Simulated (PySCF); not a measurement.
**Er2S3: forces at shaken geometries**

How stiff is Er2S3? Its atoms are displaced at random by several amounts. The species was built from a template and needn't be a known compound.

Method: r2SCAN, Er lcecp-1-SVP with ECP57, S def2-SVP; scalar-relativistic core potentials, no spin–orbit coupling; program: PySCF 2.14.0.

7 further runs of the same task are left out: 2 for a known fault of the program, 4 that didn't finish, 1 set aside as unsound or not needed.

**1. Starting geometry**

5 atoms, charge 0, spin multiplicity 1.

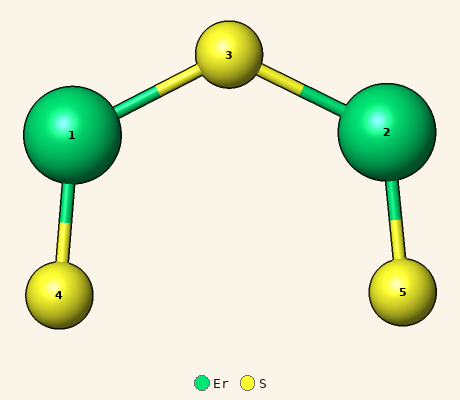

The structure; erbium green, sulfur yellow; atoms are numbered from 1 in the order of the file.

Geometry (Å):

```xyz
5
Er2S3
Er    0.1633   -0.5796    2.2769
Er    0.1633   -0.5796   -2.2769
S     0.4720   -1.6757    0.0000
S    -0.4612    1.6373    2.4853
S    -0.4612    1.6373   -2.4853
```

Formal oxidation states: Er +3. Each metal's 11 4f electrons lie in its core potential, so multiplicities, spins and levels count the valence alone. An earlier session relaxed this geometry at r2SCAN, Er lcecp-1-SVP with ECP57, S def2-SVP (singlet, point group C2v).

Its energy there is -1270.821180 Eh.

**2. Atoms moved at random, σ = 0.06 Å**

Contents of run.py (the lines that set the calculation):

```python
mol = gto.M(atom='''
Er     0.16808    -0.53930     2.13508
Er     0.18277    -0.70461    -2.25563
S      0.50624    -1.66180     0.02962
S     -0.46214     1.64385     2.52711
S     -0.51883     1.70162    -2.43618''',
    basis={'Er': 'lcecp-1-SVP', 'S': 'def2-SVP'},
    ecp={'Er': 'lcecp-1-SVP'},
    charge=0, spin=0)
mf = dft.RKS(mol, xc='R2SCAN')
mf.grids.atom_grid = (50, 194)  # f atoms: unpruned, at least (60, 302)
mf = mf.density_fit()  # fitting sets: Er AutoAux, S def2-universal-JKFIT
mf.conv_tol = 1e-08; mf.max_cycle = 55
mf.kernel(dm0)  # dm0: the density of the relaxed state
```

On the command line:

```bash
OMP_NUM_THREADS=2 python run.py
```

What it wrote:

```text
init E= -1270.78875295789
  HOMO = -0.192697193248333  LUMO = -0.128681768148243  gap/eV = 1.74195
cycle= 1 E= -1270.78632693454  delta_E= 0.00243  |g|= 0.197  |ddm|= 0.563
  HOMO = -0.125729892711603  LUMO = -0.118978573413177  gap/eV = 0.18371
cycle= 2 E= -1269.90823163949  delta_E= 0.878  |g|= 1.49  |ddm|= 2.28
  HOMO = -0.158532704704399  LUMO = -0.111367335119576  gap/eV = 1.28344
cycle= 3 E= -1270.79836761729  delta_E= -0.89  |g|= 0.121  |ddm|= 2.01
  HOMO = -0.164051770645168  LUMO = -0.11611528118284  gap/eV = 1.30442
cycle= 4 E= -1270.80028082971  delta_E= -0.00191  |g|= 0.0953  |ddm|= 0.253
  HOMO = -0.165332452593976  LUMO = -0.115444534629814  gap/eV = 1.35752
cycle= 5 E= -1270.80347674046  delta_E= -0.0032  |g|= 0.0291  |ddm|= 0.141
  HOMO = -0.165806464877945  LUMO = -0.115024331068991  gap/eV = 1.38185
cycle= 6 E= -1270.8037812871  delta_E= -0.000305  |g|= 0.00942  |ddm|= 0.0421
  HOMO = -0.166444948720228  LUMO = -0.115087110446278  gap/eV = 1.39752
cycle= 7 E= -1270.80381709989  delta_E= -3.58e-05  |g|= 0.0022  |ddm|= 0.0127
  HOMO = -0.166659638056253  LUMO = -0.115148819082079  gap/eV = 1.40168
cycle= 8 E= -1270.80381899341  delta_E= -1.89e-06  |g|= 0.000285  |ddm|= 0.00353
  HOMO = -0.166668205903393  LUMO = -0.115170785906676  gap/eV = 1.40132
cycle= 9 E= -1270.80381902662  delta_E= -3.32e-08  |g|= 7.31e-05  |ddm|= 0.000529
  HOMO = -0.166662684491544  LUMO = -0.115164688590593  gap/eV = 1.40133
cycle= 10 E= -1270.80381902843  delta_E= -1.8e-09  |g|= 2.05e-05  |ddm|= 0.000137
  HOMO = -0.166661262678551  LUMO = -0.115166751755916  gap/eV = 1.40124
Extra cycle  E= -1270.80381902719  delta_E= 1.24e-09  |g|= 5.79e-05  |ddm|= 0.000108
converged SCF energy = -1270.80381902719
```

It took 11 s on 2 threads of Intel Xeon Platinum 8488C (Sapphire Rapids), shared host.

Read off: E = -1270.803819 Eh (+0.472 eV from the relaxed state), HOMO -4.54 eV, LUMO -3.13 eV, Mulliken charge on Er1 +0.67 e, largest force component 2.831 eV/Å. 

| atom | Fx | Fy | Fz (eV/Å) |
| --- | --- | --- | --- |
| Er1 | -0.150 | 0.469 | 1.838 |
| Er2 | -0.823 | 2.831 | -0.424 |
| S3 | 0.294 | -0.975 | -1.494 |
| S4 | -0.093 | 0.334 | -0.059 |
| S5 | 0.771 | -2.659 | 0.139 |

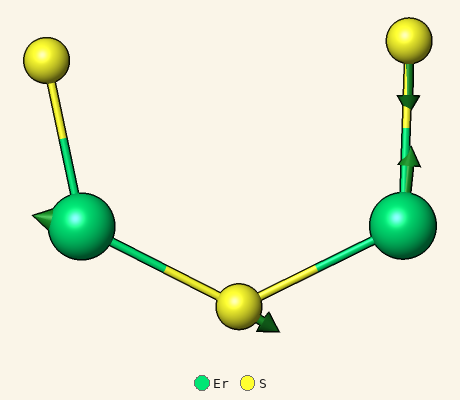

Forces as arrows, the longest for the largest force.

**3. Atoms moved at random, σ = 0.1 Å**

Contents of run.py (the lines that set the calculation):

```python
mol = gto.M(atom='''
Er     0.13859    -0.61033     2.09450
Er     0.17749    -0.46827    -2.09310
S      0.36541    -1.58895     0.02578
S     -0.48626     1.41601     2.40636
S     -0.31911     1.69129    -2.43354''',
    basis={'Er': 'lcecp-1-SVP', 'S': 'def2-SVP'},
    ecp={'Er': 'lcecp-1-SVP'},
    charge=0, spin=0)
mf = dft.RKS(mol, xc='R2SCAN')
mf.grids.atom_grid = (50, 194)  # f atoms: unpruned, at least (60, 302)
mf = mf.density_fit()  # fitting sets: Er AutoAux, S def2-universal-JKFIT
mf.conv_tol = 1e-08; mf.max_cycle = 55
mf.kernel(dm0)  # dm0: the density of the relaxed state
```

On the command line:

```bash
OMP_NUM_THREADS=2 python run.py
```

What it wrote:

```text
init E= -1270.92764818456
  HOMO = -0.142682347649064  LUMO = -0.0810707397390718  gap/eV = 1.67654
cycle= 1 E= -1270.77451582459  delta_E= 0.153  |g|= 0.148  |ddm|= 0.65
  HOMO = -0.17852773370475  LUMO = -0.100023763798932  gap/eV = 2.13620
cycle= 2 E= -1270.7507882987  delta_E= 0.0237  |g|= 0.291  |ddm|= 0.664
  HOMO = -0.169560273342304  LUMO = -0.102369114151931  gap/eV = 1.82836
cycle= 3 E= -1270.78120262625  delta_E= -0.0304  |g|= 0.0568  |ddm|= 0.478
  HOMO = -0.17088210524764  LUMO = -0.101512282397956  gap/eV = 1.88765
cycle= 4 E= -1270.78225082227  delta_E= -0.00105  |g|= 0.0175  |ddm|= 0.0954
  HOMO = -0.17047201342493  LUMO = -0.102048104732881  gap/eV = 1.86191
cycle= 5 E= -1270.78232446812  delta_E= -7.36e-05  |g|= 0.0094  |ddm|= 0.0347
  HOMO = -0.170834349956554  LUMO = -0.10171311783969  gap/eV = 1.88088
cycle= 6 E= -1270.7823544807  delta_E= -3e-05  |g|= 0.00328  |ddm|= 0.0166
  HOMO = -0.170742109138586  LUMO = -0.101766087113065  gap/eV = 1.87693
cycle= 7 E= -1270.78235824337  delta_E= -3.76e-06  |g|= 0.000728  |ddm|= 0.00511
  HOMO = -0.170669658189532  LUMO = -0.10170828055088  gap/eV = 1.87653
cycle= 8 E= -1270.78235841856  delta_E= -1.75e-07  |g|= 0.00011  |ddm|= 0.00121
  HOMO = -0.170676649082549  LUMO = -0.101709565361787  gap/eV = 1.87669
cycle= 9 E= -1270.78235842308  delta_E= -4.52e-09  |g|= 2.93e-05  |ddm|= 0.000219
  HOMO = -0.170676865700257  LUMO = -0.101712099980902  gap/eV = 1.87663
Extra cycle  E= -1270.78235842281  delta_E= 2.71e-10  |g|= 3.86e-05  |ddm|= 0.000108
converged SCF energy = -1270.78235842281
```

Wall time 11 s (2 threads of Intel Xeon Platinum 8488C (Sapphire Rapids), shared host).

Read off: E = -1270.782358 Eh (+1.056 eV from the relaxed state), HOMO -4.64 eV, LUMO -2.77 eV, Mulliken charge on Er1 +0.55 e, largest force component 4.754 eV/Å. 

| atom | Fx | Fy | Fz (eV/Å) |
| --- | --- | --- | --- |
| Er1 | 1.166 | -3.265 | 3.468 |
| Er2 | 0.276 | -0.982 | -1.894 |
| S3 | 0.457 | -2.326 | -1.880 |
| S4 | -1.489 | 4.754 | 0.410 |
| S5 | -0.410 | 1.818 | -0.104 |

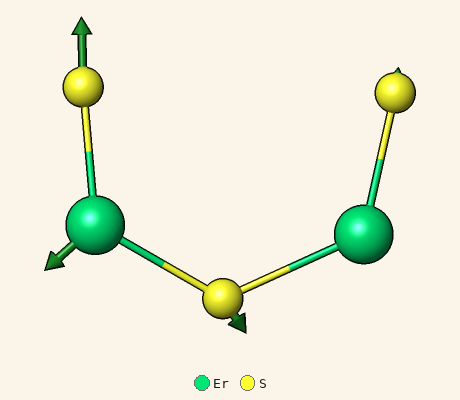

Forces as arrows, the longest for the largest force.

**4. Atoms moved at random, σ = 0.1 Å**

Contents of run.py (the lines that set the calculation):

```python
mol = gto.M(atom='''
Er     0.24265    -0.62404     2.28225
Er     0.21962    -0.53630    -2.27570
S      0.43935    -1.52403    -0.14399
S     -0.53128     1.70195     2.48989
S     -0.49422     1.42218    -2.35245''',
    basis={'Er': 'lcecp-1-SVP', 'S': 'def2-SVP'},
    ecp={'Er': 'lcecp-1-SVP'},
    charge=0, spin=0)
mf = dft.RKS(mol, xc='R2SCAN')
mf.grids.atom_grid = (50, 194)  # f atoms: unpruned, at least (60, 302)
mf = mf.density_fit()  # fitting sets: Er AutoAux, S def2-universal-JKFIT
mf.conv_tol = 1e-08; mf.max_cycle = 55
mf.kernel(dm0)  # dm0: the density of the relaxed state
```

On the command line:

```bash
OMP_NUM_THREADS=2 python run.py
```

What it wrote:

```text
init E= -1270.84347101815
  HOMO = -0.162826724266418  LUMO = -0.112103765465803  gap/eV = 1.38024
cycle= 1 E= -1270.75929202252  delta_E= 0.0842  |g|= 0.228  |ddm|= 0.802
  HOMO = -0.143643922257287  LUMO = -0.114378712634657  gap/eV = 0.79635
cycle= 2 E= -1270.6091641515  delta_E= 0.15  |g|= 0.672  |ddm|= 1.29
  HOMO = -0.175092488943737  LUMO = -0.102155877931406  gap/eV = 1.98471
cycle= 3 E= -1270.7619734227  delta_E= -0.153  |g|= 0.205  |ddm|= 1.05
  HOMO = -0.165226506604096  LUMO = -0.110242307067361  gap/eV = 1.49620
cycle= 4 E= -1270.77874615297  delta_E= -0.0168  |g|= 0.0514  |ddm|= 0.375
  HOMO = -0.169522776233982  LUMO = -0.111576228494982  gap/eV = 1.57681
cycle= 5 E= -1270.77960202085  delta_E= -0.000856  |g|= 0.0206  |ddm|= 0.0782
  HOMO = -0.168935889607441  LUMO = -0.110851731979645  gap/eV = 1.58055
cycle= 6 E= -1270.77975083051  delta_E= -0.000149  |g|= 0.00576  |ddm|= 0.0334
  HOMO = -0.169230143334188  LUMO = -0.110842620393757  gap/eV = 1.58881
cycle= 7 E= -1270.77976293336  delta_E= -1.21e-05  |g|= 0.00189  |ddm|= 0.00794
  HOMO = -0.169298072452363  LUMO = -0.110825907746016  gap/eV = 1.59111
cycle= 8 E= -1270.77976429349  delta_E= -1.36e-06  |g|= 0.000373  |ddm|= 0.00282
  HOMO = -0.169299063760664  LUMO = -0.110806947297683  gap/eV = 1.59165
cycle= 9 E= -1270.77976434793  delta_E= -5.44e-08  |g|= 9.03e-05  |ddm|= 0.000645
  HOMO = -0.169311264831371  LUMO = -0.110813152392826  gap/eV = 1.59181
cycle= 10 E= -1270.77976435074  delta_E= -2.82e-09  |g|= 1.88e-05  |ddm|= 0.000153
  HOMO = -0.169305423150603  LUMO = -0.110812251658005  gap/eV = 1.59168
Extra cycle  E= -1270.77976435006  delta_E= 6.83e-10  |g|= 4.58e-05  |ddm|= 9.07e-05
converged SCF energy = -1270.77976435006
```

Run time: 12 s. Hardware: 2 threads of Intel Xeon Platinum 8488C (Sapphire Rapids), shared host.

Result: E = -1270.779764 Eh (+1.127 eV from the relaxed state), HOMO -4.61 eV, LUMO -3.02 eV, Mulliken charge on Er1 +0.70 e, largest force component 6.538 eV/Å. 

| atom | Fx | Fy | Fz (eV/Å) |
| --- | --- | --- | --- |
| Er1 | -0.750 | 2.123 | -0.558 |
| Er2 | 2.172 | -5.528 | -2.303 |
| S3 | 0.221 | -0.926 | 3.047 |
| S4 | 0.745 | -2.207 | -0.049 |
| S5 | -2.388 | 6.538 | -0.137 |

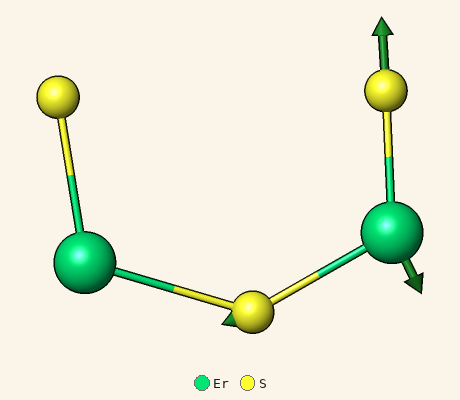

Forces as arrows, the longest for the largest force.

**5. The displacements side by side**

| σ (Å) | energy rise (eV) | harmonic estimate −½ F·u (eV) | largest force component (eV/Å) |
| --- | --- | --- | --- |
| 0.06 | 0.472 | 0.439 | 2.83 |
| 0.1 | 1.056 | 1.163 | 4.75 |
| 0.1 | 1.127 | 1.202 | 6.54 |

Every displacement raises the energy. For a harmonic well the rise equals −½ F·u; the two differ by at most 10 % here (a move with σ = 0.1 Å), from anharmonicity, the grid and the small forces left at the relaxed point. The bases are small and lack diffuse functions. Spin–orbit coupling is left out.
